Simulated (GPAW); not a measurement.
# O K ELNES/XANES of La2O3 (P-3m1) from DFT, part 3 of 4

Aim: the dependence of the O K near-edge features of La2O3 (P-3m1) on volume.

GPAW 26.7.0; X-ray absorption from dipole matrix elements to empty bands, plane-wave PAW LDA.

So far. Step 4 (Spectrum with FCH, O atom 3): The hole costs E(hole) − E(ground) = 523.16 eV, and the lowest empty level of the hole cell on the spectrum's mesh lies at 11.45 eV, which puts the zero at 534.61 eV. One term is added: -8.83 eV, since the hole is spin-paired here and a spin-polarised one costs that much less in the free atom (computed apart). The photon energy is then 525.78 eV.

## Step 7: Supercell without a hole, the energy reference

Level of this step: plane-wave PAW DFT, LDA, self-consistent field (GPAW).

The cell changes for the next run, so it gets a reference energy of its own.

The cell differs from the one that the last finished run ended in (a 6.669 → 6.740 Å, b 6.669 → 6.740 Å, c 7.118 → 7.193 Å).

Input file scf.py:

```python
import numpy as np
from ase import Atoms
from ase.parallel import parprint, paropen
from gpaw import GPAW, PW, FermiDirac, Mixer, MixerDif, setup_paths
from gpaw.test import gen
setup_paths.insert(0, '.')
gen('O', name='nch1s', xcname='LDA', corehole=(1, 0, 0), write_xml=True)
from gpaw.mpi import world
world.barrier()

atoms = Atoms('La6O9',
    cell=[[-5.8366055, 3.36976576, 0],
     [-5.8366055, -3.36976576, 0],
     [3.89107034, 0, 6.05021239]],
    scaled_positions=[[0.41541189, 0.74874523, 0.24623568],
     [0.74874523, 0.08207856, 0.24623568],
     [0.08207856, 0.41541189, 0.24623568],
     [0.25125477, 0.91792144, 0.75376432],
     [0.58458811, 0.25125477, 0.75376432],
     [0.91792144, 0.58458811, 0.75376432],
     [0, 0, 0],
     [0.33333333, 0.33333333, 0],
     [0.66666667, 0.66666667, 0],
     [0.54863022, 0.88196355, 0.64589065],
     [0.88196355, 0.21529688, 0.64589065],
     [0.21529688, 0.54863022, 0.64589065],
     [0.11803645, 0.78470312, 0.35410935],
     [0.45136978, 0.11803645, 0.35410935],
     [0.78470312, 0.45136978, 0.35410935]],
    pbc=True)
atoms.calc = calc = GPAW(legacy_gpaw=True, mode=PW(500, force_complex_dtype=True), xc='LDA', setups={6: 'nch1s'},
    kpts={'size': (3, 3, 3), 'gamma': True}, occupations=FermiDirac(0.02),
    charge=0, mixer=Mixer(0.1, 5, 50), maxiter=150,
    convergence={'density': 0.0001, 'eigenstates': 1e-6}, txt='scf.txt')
energy = atoms.get_potential_energy() + calc.get_reference_energy()
ef = calc.get_fermi_level()
out = dict(energy=energy, fermi=ef, forces=atoms.get_forces().tolist())
parprint(f'all-electron energy {energy:.4f} eV, Fermi level {ef:.4f} eV')
ev = np.array([[calc.get_eigenvalues(k, s) for k in range(len(calc.get_ibz_k_points()))] for s in range(calc.get_number_of_spins())])
out['homo'], out['lumo'], out['counts'] = ev[ev < ef].max(), ev[ev > ef].min(), sorted(set((ev < ef).sum((0, 2)).tolist()))
out['filled'] = (ev[:, 0] < ef).sum(1).tolist()
import json
with paropen('out.json', 'w') as f:
    json.dump(out, f)
```

On the command line:

```console
$ OMP_NUM_THREADS=1 mpirun -n 4 gpaw python scf.py
```

Numbers of over 12 decimals in the logs are rounded to 6 here.

The program printed:

```text
Input parameters:
  convergence: {density: 0.0001,
                eigenstates: 1e-06}
  kpts: {gamma: True,
         size: (3, 3, 3)}
  maxiter: 150
  mixer: {backend: pulay,
          beta: 0.1,
          method: separate,
          nmaxold: 5,
          weight: 50}
  mode: {ecut: 500.0,
         force_complex_dtype: True,
         name: pw}
  occupations: {fixmagmom: False,
                name: fermi-dirac,
[...]
2s(2) :    -0.872866     1.079797
*s    :     0.127134
2p(4) :    -0.337925     0.876472
*p    :     0.662075
*d    :     0.000000
--------------------------------

Diagonalizing with gridspacing h=0.050

state   all-electron     PAW
-------------------------------
2s:      -0.872866    -0.873954
2p:      -0.337925    -0.341740
*d:                    0.050276
*f:                    0.077289
-------------------------------
all-electron energy -1404017.4680 eV, Fermi level 9.2767 eV
[key lines of the parts left out:]
Converged after 47 iterations.
Dipole moment: (-0.000000, 0.000000, -0.000000) |e|*Ang
Free energy:   -134.557888
Fermi level: 9.27673
```

The job ended after 3.6 min (4 MPI ranks of Arm Neoverse V1, shared host; peak memory 0.41 GiB; 14 min of CPU time).

Reference energy: -1404017.468 eV with the cores included.

## Step 8: Spectrum with FCH, O atom 3

Shorter bonds are expected to push antibonding states and scattering resonances up, and longer ones down; the cell is scaled to test that.

Changed against the first core-hole run: volume scale from 1 to 0.97.

Input file xas.py:

```python
import numpy as np
from ase import Atoms
from ase.parallel import parprint, paropen
from gpaw import GPAW, PW, FermiDirac, Mixer, MixerDif, setup_paths
from gpaw.test import gen
setup_paths.insert(0, '.')
gen('O', name='fch1s', xcname='LDA', corehole=(1, 0, 1), write_xml=True)
from gpaw.mpi import world
world.barrier()

atoms = Atoms('La6O9',
    cell=[[-5.8366055, 3.36976576, 0],
     [-5.8366055, -3.36976576, 0],
     [3.89107034, 0, 6.05021239]],
    scaled_positions=[[0.41541189, 0.74874523, 0.24623568],
     [0.74874523, 0.08207856, 0.24623568],
     [0.08207856, 0.41541189, 0.24623568],
     [0.25125477, 0.91792144, 0.75376432],
     [0.58458811, 0.25125477, 0.75376432],
     [0.91792144, 0.58458811, 0.75376432],
     [0, 0, 0],
     [0.33333333, 0.33333333, 0],
     [0.66666667, 0.66666667, 0],
     [0.54863022, 0.88196355, 0.64589065],
     [0.88196355, 0.21529688, 0.64589065],
     [0.21529688, 0.54863022, 0.64589065],
     [0.11803645, 0.78470312, 0.35410935],
     [0.45136978, 0.11803645, 0.35410935],
     [0.78470312, 0.45136978, 0.35410935]],
    pbc=True)
atoms.calc = calc = GPAW(legacy_gpaw=True, mode=PW(500, force_complex_dtype=True), xc='LDA', setups={6: 'fch1s'},
    kpts={'size': (3, 3, 3), 'gamma': True}, occupations=FermiDirac(0.02),
    charge=0, mixer=Mixer(0.1, 5, 50), maxiter=150,
    convergence={'density': 0.0001, 'eigenstates': 1e-6}, txt='scf.txt')
energy = atoms.get_potential_energy() + calc.get_reference_energy()
ef = calc.get_fermi_level()
out = dict(energy=energy, fermi=ef, forces=atoms.get_forces().tolist())
parprint(f'all-electron energy {energy:.4f} eV, Fermi level {ef:.4f} eV')
ev = np.array([[calc.get_eigenvalues(k, s) for k in range(len(calc.get_ibz_k_points()))] for s in range(calc.get_number_of_spins())])
out['homo'], out['lumo'], out['counts'] = ev[ev < ef].max(), ev[ev > ef].min(), sorted(set((ev < ef).sum((0, 2)).tolist()))
out['filled'] = (ev[:, 0] < ef).sum(1).tolist()

from ase.units import Ha
from gpaw.xas import dipole_matrix_elements
nb = int(calc.get_number_of_electrons() / 2) + 174
top, nb = nb, nb + 8 + nb // 12
nscf = calc.fixed_density(kpts={'size': (4, 4, 4), 'gamma': True}, nbands=nb,
    convergence={'bands': top, 'eigenstates': 5e-3}, maxiter=60, txt='nscf.txt')
cell = atoms.cell.array
ops = [cell.T @ U.T @ np.linalg.inv(cell.T) for U in nscf.wfs.kd.symmetry.op_scc]
filled = [60]  # bands filled in the ground state, by spin
E = np.arange(-6, 34, 0.1)
fwhm = np.interp(E, [4, 25], [0.9, 3.5])
Y, X, zero, highest = 0, 0, 1e9, 1e9
for spin in range(nscf.get_number_of_spins()):
    wfs = nscf.wfs
    mine = wfs.bd.get_slice()  # this rank's bands
    A = dipole_matrix_elements(wfs.setups[6])
    eps = np.zeros((wfs.kd.nibzkpts, nb))
    d = np.zeros((3, A.shape[1], wfs.kd.nibzkpts, nb), complex)
    for kpt in wfs.kpt_u:
        if kpt.s == spin and 6 in kpt.P_ani:
            eps[kpt.k, mine] = kpt.eps_n * Ha
            d[:, :, kpt.k, mine] = (kpt.weight * wfs.nspins / 2) ** 0.5 * np.inner(A, kpt.P_ani[6])
    world.sum(eps)
    world.sum(d)
    T = np.einsum('amkn,bmkn->abkn', d, d.conj()).real
    T = sum(np.einsum('ai,ijkn,bj->abkn', R, T, R) for R in ops) / len(ops)
    empty = np.ones_like(eps, bool) & (np.arange(nb) >= filled[spin])
    zero, highest = min(zero, eps[empty].min()), min(highest, eps[:, top - 1].min())
    lines = [(eps, T, empty)] if spin == 0 else lines + [(eps, T, empty)]
for eps, T, empty in lines:
    f = np.einsum('aakn->akn', T).reshape(3, -1)
    x = eps.ravel() - zero
    w = np.interp(x, E, fwhm) / 2.35482
    g = np.exp(-0.5 * ((E[:, None] - x) / w) ** 2) / (w * (2 * np.pi) ** 0.5)
    Y = Y + (f * empty.ravel()) @ g.T
    X = X + (f * ~empty.ravel()) @ g.T
out.update(E=E.round(2).tolist(), xas=Y.tolist(), xes=X.tolist(), zero=zero, valid=highest - zero, nk=len(eps), nb=nb)
for i in range(0, len(E), 10):
    parprint(f'{E[i]:7.2f}', *(f'{v:10.3e}' for v in Y[:, i]))
import json
with paropen('out.json', 'w') as f:
    json.dump(out, f)
```

On the command line:

```console
$ OMP_NUM_THREADS=1 mpirun -n 4 gpaw python xas.py
```

The program printed:

```text
Input parameters:
  convergence: {density: 0.0001,
                eigenstates: 1e-06}
  kpts: {gamma: True,
         size: (3, 3, 3)}
  maxiter: 150
  mixer: {backend: pulay,
          beta: 0.1,
          method: separate,
          nmaxold: 5,
          weight: 50}
  mode: {ecut: 500.0,
         force_complex_dtype: True,
         name: pw}
  occupations: {fixmagmom: False,
                name: fermi-dirac,
[...]
*p    :    -0.067100
*d    :     0.000000
--------------------------------

Diagonalizing with gridspacing h=0.050

state   all-electron     PAW
-------------------------------
2s:      -1.594915    -1.596334
2p:      -1.067100    -1.073375
*d:                   -0.060686
*f:                   -0.013559
-------------------------------
all-electron energy -1403494.6797 eV, Fermi level 9.2153 eV
[...]
32.00  3.871e-05  3.881e-05  5.631e-05
  33.00  3.872e-05  3.885e-05  5.429e-05
[key lines of the parts left out:]
Converged after 32 iterations.
Dipole moment: (-0.000000, 0.000000, -0.000000) |e|*Ang
Free energy:   -162.436305
Fermi level: 9.21527
```

It took 9.3 min on 4 MPI ranks; peak memory 0.83 GiB; 37 min of CPU time.

```tsv
E (eV)	first run	this run
-2.0	0.00	0.00
-1.0	0.00	0.00
0.0	0.19	0.17
1.0	2.29	2.03
2.0	2.33	2.58
3.0	1.16	1.19
4.0	0.95	0.95
5.0	1.43	1.31
6.0	1.86	1.79
7.0	0.91	1.26
8.0	0.48	0.49
9.0	0.67	0.59
10.0	0.67	0.72
11.0	0.48	0.53
12.0	0.50	0.48
13.0	0.63	0.59
14.0	0.76	0.72
15.0	0.81	0.79
16.0	0.80	0.80
17.0	0.76	0.77
18.0	0.82	0.78
19.0	0.91	0.87
20.0	0.95	0.94
21.0	0.99	0.98
22.0	1.04	1.02
23.0	1.09	1.07
24.0	1.09	1.10
25.0	1.03	1.07
26.0	0.95	1.00
27.0	0.86	0.92
28.0	0.77	0.82
```

Against the first run the r.m.s. difference is 9 %. The highest intensity below 16 eV goes from 1.5 eV (3.07) to 1.6 eV (3.10).

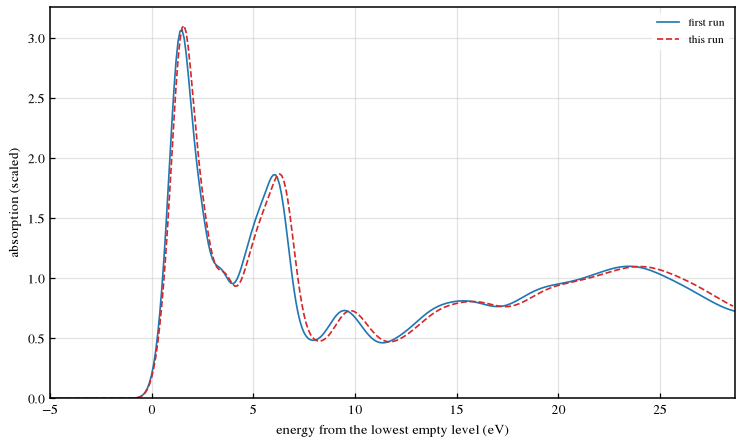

The effect of the change (volume scale from 1 to 0.97).

The photon energy of the zero moves by +0.05 eV.

## Step 9: Supercell without a hole, the energy reference

The cell changes for the next run, so it gets a reference energy of its own.

The cell differs from the one that the last finished run ended in (a 6.740 → 6.876 Å, b 6.740 → 6.876 Å, c 7.193 → 7.339 Å).

scf.py: that of step 7 with these lines changed.

```diff
@@ -11,5 +11,5 @@
 atoms = Atoms('La6O9',
-    cell=[[-5.8366055, 3.36976576, 0],
-     [-5.8366055, -3.36976576, 0],
-     [3.89107034, 0, 6.05021239]],
+    cell=[[-5.9545485, 3.43786018, 0],
+     [-5.9545485, -3.43786018, 0],
+     [3.969699, 0, 6.17247185]],
     scaled_positions=[[0.41541189, 0.74874523, 0.24623568],
```

On the command line:

```console
$ OMP_NUM_THREADS=1 mpirun -n 4 gpaw python scf.py
```

The program printed:

```text
Input parameters:
  convergence: {density: 0.0001,
                eigenstates: 1e-06}
  kpts: {gamma: True,
         size: (3, 3, 3)}
  maxiter: 150
  mixer: {backend: pulay,
          beta: 0.1,
          method: separate,
          nmaxold: 5,
          weight: 50}
  mode: {ecut: 500.0,
         force_complex_dtype: True,
         name: pw}
  occupations: {fixmagmom: False,
                name: fermi-dirac,
[...]
2s(2) :    -0.872866     1.079797
*s    :     0.127134
2p(4) :    -0.337925     0.876472
*p    :     0.662075
*d    :     0.000000
--------------------------------

Diagonalizing with gridspacing h=0.050

state   all-electron     PAW
-------------------------------
2s:      -0.872866    -0.873954
2p:      -0.337925    -0.341740
*d:                    0.050276
*f:                    0.077289
-------------------------------
all-electron energy -1404016.9389 eV, Fermi level 8.4757 eV
[key lines of the parts left out:]
Converged after 37 iterations.
Dipole moment: (0.000000, -0.000000, -0.000000) |e|*Ang
Free energy:   -134.028843
Fermi level: 8.47572
```

It took 2.9 min on 4 MPI ranks; peak memory 0.42 GiB.

Reference energy: -1404016.939 eV with the cores included.

## Step 10: Spectrum with FCH, O atom 3

Shorter bonds are expected to push antibonding states and scattering resonances up, and longer ones down; the cell is scaled to test that.

Changed against the first core-hole run: volume scale from 1 to 1.03.

xas.py: that of step 8 with these lines changed.

```diff
@@ -11,5 +11,5 @@
 atoms = Atoms('La6O9',
-    cell=[[-5.8366055, 3.36976576, 0],
-     [-5.8366055, -3.36976576, 0],
-     [3.89107034, 0, 6.05021239]],
+    cell=[[-5.9545485, 3.43786018, 0],
+     [-5.9545485, -3.43786018, 0],
+     [3.969699, 0, 6.17247185]],
     scaled_positions=[[0.41541189, 0.74874523, 0.24623568],
@@ -44,3 +44,3 @@
 from gpaw.xas import dipole_matrix_elements
-nb = int(calc.get_number_of_electrons() / 2) + 174
+nb = int(calc.get_number_of_electrons() / 2) + 183
 top, nb = nb, nb + 8 + nb // 12
```

On the command line:

```console
$ OMP_NUM_THREADS=1 mpirun -n 4 gpaw python xas.py
```

The program printed:

```text
Input parameters:
  convergence: {density: 0.0001,
                eigenstates: 1e-06}
  kpts: {gamma: True,
         size: (3, 3, 3)}
  maxiter: 150
  mixer: {backend: pulay,
          beta: 0.1,
          method: separate,
          nmaxold: 5,
          weight: 50}
  mode: {ecut: 500.0,
         force_complex_dtype: True,
         name: pw}
  occupations: {fixmagmom: False,
                name: fermi-dirac,
[...]
*p    :    -0.067100
*d    :     0.000000
--------------------------------

Diagonalizing with gridspacing h=0.050

state   all-electron     PAW
-------------------------------
2s:      -1.594915    -1.596334
2p:      -1.067100    -1.073375
*d:                   -0.060686
*f:                   -0.013559
-------------------------------
all-electron energy -1403493.4358 eV, Fermi level 8.6526 eV
[...]
32.00  4.283e-05  4.274e-05  5.502e-05
  33.00  4.429e-05  4.396e-05  4.995e-05
[key lines of the parts left out:]
Converged after 33 iterations.
Dipole moment: (0.000000, -0.000000, -0.000000) |e|*Ang
Free energy:   -161.192457
Fermi level: 8.65259
```

Elapsed: 10 min, on 4 MPI ranks; peak memory 0.88 GiB; 40 min of CPU time.

```tsv
E (eV)	first run	this run
-2.0	0.00	0.00
-1.0	0.00	0.00
0.0	0.19	0.22
1.0	2.29	2.53
2.0	2.33	2.13
3.0	1.16	1.16
4.0	0.95	1.00
5.0	1.43	1.54
6.0	1.86	1.81
7.0	0.91	0.67
8.0	0.48	0.51
9.0	0.67	0.72
10.0	0.67	0.61
11.0	0.48	0.46
12.0	0.50	0.53
13.0	0.63	0.67
14.0	0.76	0.79
15.0	0.81	0.82
16.0	0.80	0.78
17.0	0.76	0.77
18.0	0.82	0.86
19.0	0.91	0.93
20.0	0.95	0.96
21.0	0.99	1.01
22.0	1.04	1.07
23.0	1.09	1.10
24.0	1.09	1.07
25.0	1.03	0.99
26.0	0.95	0.89
27.0	0.86	0.80
28.0	0.77	0.73
```

The scaled spectrum changes by 8 % r.m.s. The highest intensity below 16 eV goes from 1.5 eV (3.07) to 1.4 eV (3.02).

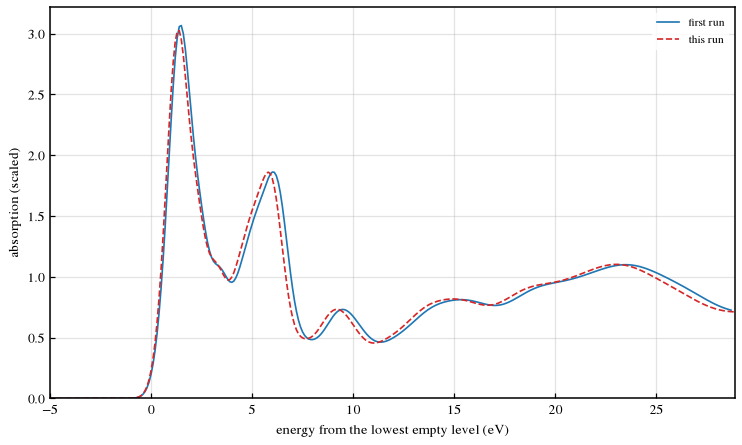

The effect of the change (volume scale from 1 to 1.03).

The photon energy of the zero moves by -0.05 eV.

## Step 11: Reference energy of the supercell

The cell changes for the next run, so it gets a reference energy of its own.

The cell differs from the one that the last finished run ended in (a 6.876 → 6.942 Å, b 6.876 → 6.942 Å, c 7.339 → 7.409 Å).

scf.py: that of step 9 with these lines changed.

```diff
@@ -11,5 +11,5 @@
 atoms = Atoms('La6O9',
-    cell=[[-5.9545485, 3.43786018, 0],
-     [-5.9545485, -3.43786018, 0],
-     [3.969699, 0, 6.17247185]],
+    cell=[[-6.01180729, 3.47091856, 0],
+     [-6.01180729, -3.47091856, 0],
+     [4.00787153, 0, 6.23182618]],
     scaled_positions=[[0.41541189, 0.74874523, 0.24623568],
```

On the command line:

```console
$ OMP_NUM_THREADS=1 mpirun -n 4 gpaw python scf.py
```

The program printed:

```text
Input parameters:
  convergence: {density: 0.0001,
                eigenstates: 1e-06}
  kpts: {gamma: True,
         size: (3, 3, 3)}
  maxiter: 150
  mixer: {backend: pulay,
          beta: 0.1,
          method: separate,
          nmaxold: 5,
          weight: 50}
  mode: {ecut: 500.0,
         force_complex_dtype: True,
         name: pw}
  occupations: {fixmagmom: False,
                name: fermi-dirac,
[...]
2s(2) :    -0.872866     1.079797
*s    :     0.127134
2p(4) :    -0.337925     0.876472
*p    :     0.662075
*d    :     0.000000
--------------------------------

Diagonalizing with gridspacing h=0.050

state   all-electron     PAW
-------------------------------
2s:      -0.872866    -0.873954
2p:      -0.337925    -0.341740
*d:                    0.050276
*f:                    0.077289
-------------------------------
all-electron energy -1404016.4332 eV, Fermi level 8.1184 eV
[key lines of the parts left out:]
Converged after 32 iterations.
Dipole moment: (-0.000000, 0.000000, -0.000000) |e|*Ang
Free energy:   -133.523138
Fermi level: 8.11845
```

It took 2.6 min on 4 MPI ranks; peak memory 0.42 GiB; 10 min of CPU time.

Reference energy: -1404016.433 eV with the cores included.

(Part 3 of 4 ends here.)

[Banner, clock and machine lines of the logs are left out without a mark of their own.]

[Logs are printed without paths, hosts, clocks, repeated set-up lines and the standing remarks that a program may print on its own settings, such as how far it seeks lower states.]

[Hosts, paths, dates, database ids (printed as entryN), source tags and the programs' standing remarks are cut or masked in the printed files.]

[Lists of maxima count a maximum above −3 eV only where it reaches 4 % of the highest in the window and stands out from its surroundings by 2 % of it (1.5 % where it reaches 55 %); shoulders and weaker maxima are passed over, and of the rest the first, up to two pre-edge ones and the few strongest are named.]
